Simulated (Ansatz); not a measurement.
```sh
ansatz run in.yaml --threads 4 --pin off --events-out ev --progress --plain --max-ram 10444MiB
```

```yaml
crystal:
  periodic: [false, false, false]
  atoms:
    - {symbol: B, position_ang: [-0.782651, 0.803200, -1.073310]}
    - {symbol: N, position_ang: [0.104439, 0.642294, -0.003963]}
    - {symbol: Si, position_ang: [0.541468, -0.858853, 0.771378]}
    - {symbol: H, position_ang: [-1.318575, -0.164283, -1.533241]}
    - {symbol: H, position_ang: [-0.990811, 1.899248, -1.509622]}
    - {symbol: H, position_ang: [0.536190, 1.482636, 0.356168]}
    - {symbol: H, position_ang: [2.006688, -1.088961, 0.666207]}
    - {symbol: H, position_ang: [-0.200496, -1.945119, 0.093341]}
    - {symbol: H, position_ang: [0.192148, -0.816362, 2.216042]}
basis:
  gaussian: {orbitals: def2-TZVPP}
total_charge: 1
magnetization: {spin_polarized: true, initial_magnetization: 1}
hamiltonian: {xc: {name: wB97M-V}}
```

Geometry: the geometry of the neutral molecule.

Describe the molecule in this file.

It has 9 atoms: 1 boron, 6 hydrogen, 1 nitrogen and 1 silicon (BH₆NSi⁺). It is an open-shell species. Coordination: 1 B trigonal planar; 1 N trigonal planar; 1 Si tetrahedral.

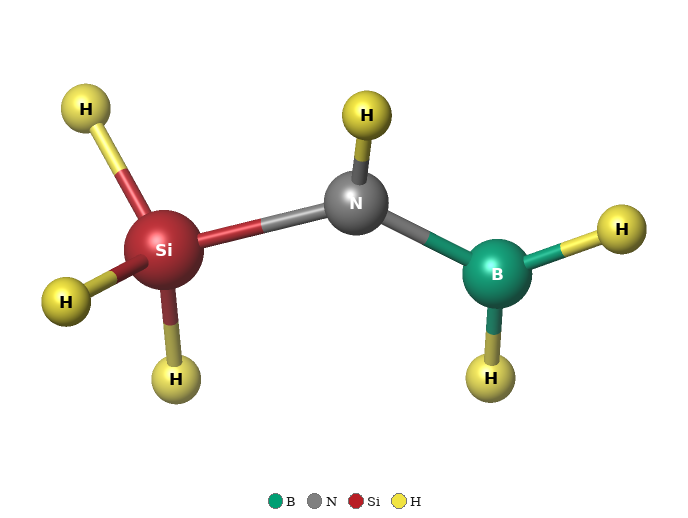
